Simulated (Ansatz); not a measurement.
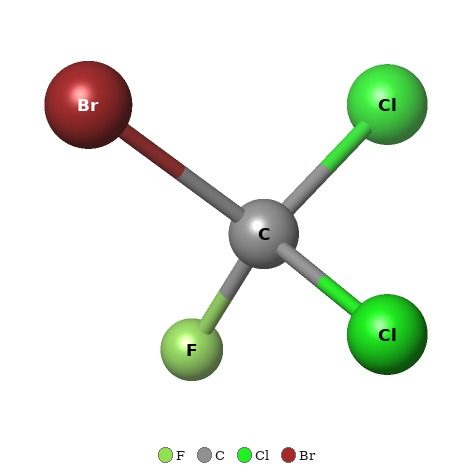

Rendered structure (ball-and-stick style).

Give the formula.

CBrCl2F, 5 atoms: 1 carbon, 1 bromine, 2 chlorine and 1 fluorine.

What is the point group of this geometry?

Cs.

Name some functional groups or characteristic bonds that it holds.

Among them: C–F bond, C–Cl bond, C–Br bond.

The parts below concern this one geometry. Atoms keep their numbers from picture to picture. The computed structure is the end point of a PBE0-D4/def2-TZVP optimisation.

## Levels of theory compared

Program: Ansatz 0.2.0.

Tabulate dipole (D) at these levels: B3LYP-D4/def2-TZVPP; PBE-D4/def2-TZVPP; PBE0-D4/def2-TZVP; r2SCAN-D4/def2-TZVPP; ωB97M-V/def2-TZVPP.

| level | dipole (D) |
| --- | --- |
| B3LYP-D4/def2-TZVPP | 0.40 |
| PBE-D4/def2-TZVPP | 0.30 |
| PBE0-D4/def2-TZVP | 0.37 |
| r2SCAN-D4/def2-TZVPP | 0.30 |
| ωB97M-V/def2-TZVPP | 0.41 |

## Charges

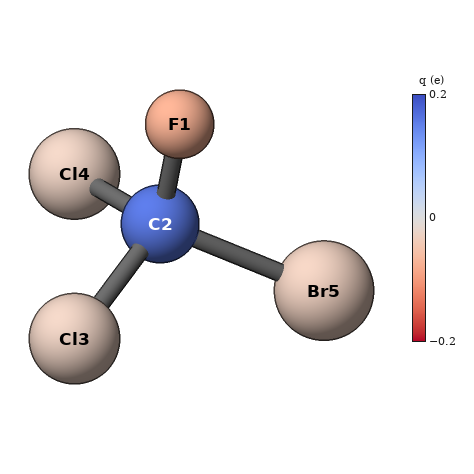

Atoms are coloured by their Mulliken charges. Properties computed with RKS PBE-D4/def2-TZVPP (Ansatz 0.2.0).

List the Mulliken charges.

```csv
atom,value (e)
F1,−0.07
C2,0.16
Cl3,−0.03
Cl4,−0.03
Br5,−0.03
```

## Thermal motion

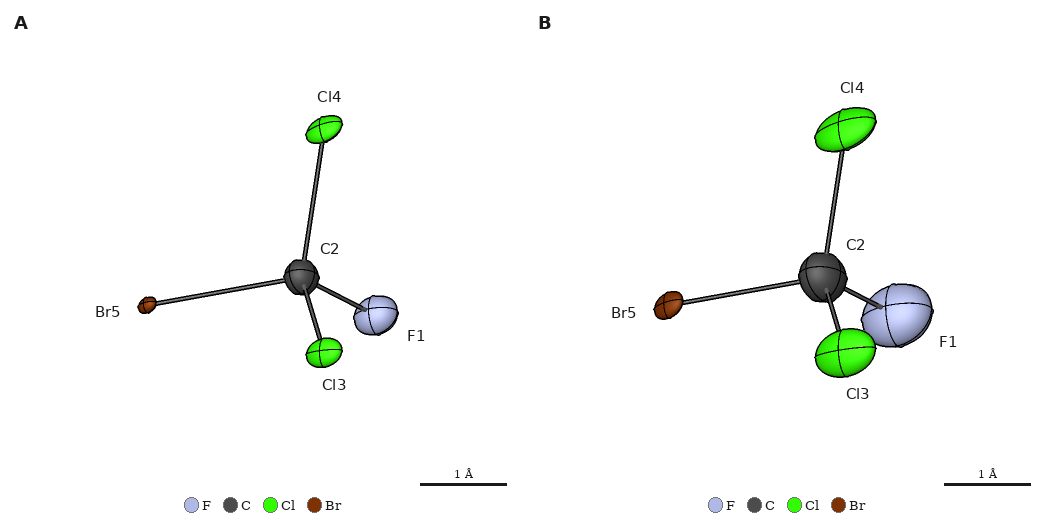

Displacement ellipsoids at the 50 % level, scaled by 3, from the internal vibrations of the free molecule (harmonic, no overall translation or rotation; no half-axis is drawn under 0.075 Å). Vibrations computed with RKS PBE0-D4/def2-TZVP (Ansatz 0.2.0). One panel is for 298 K, the other for 900 K.

Which panel is for 900 K?

B.

How much does the mean-square displacement of Br5 grow, and why?

U_eq goes from 0.00046 to 0.0013 Å², a factor of 2.7. Modes below kT (626 cm⁻¹ at 900 K) grow about in proportion to T, and the lowest lies at 202 cm⁻¹; the mean-square amplitude of a mode is its zero-point value times coth(ħω/2kT), which comes close to 1 only above about 3kT.

Mulliken values depend strongly on the basis set and can even reverse the polarity of a bond.
